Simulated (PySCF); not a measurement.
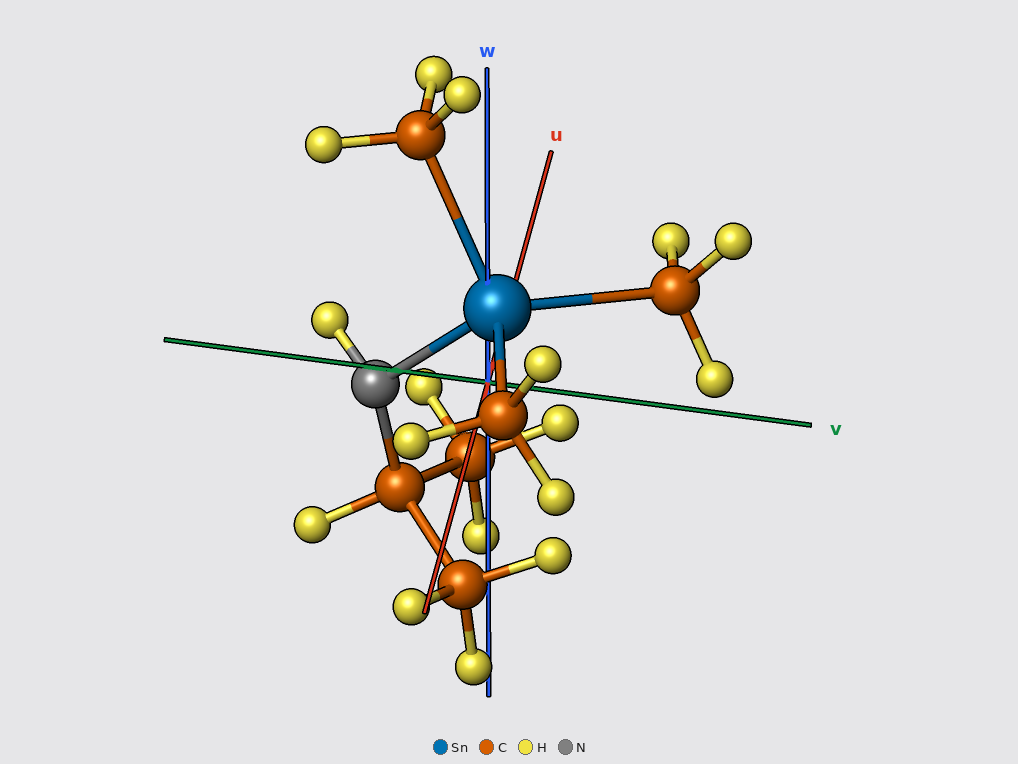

The lines u, v and w are the principal axes of the static dipole polarisability. The computed structure is the end point of a PBE0-D3(BJ)/def2-SVP optimisation. No frequency run is at hand to confirm it as a minimum. Method: B3LYP/def2-SVPD, core potentials on Sn (PySCF 2.14.0).

> Along which axis is the molecule most polarisable, and along which least?

Most along w, least along v.

> Give the three principal values.

u 123.3, v 117.0, w 134.7 bohr³; mean 125.0, anisotropy 15.5 bohr³.
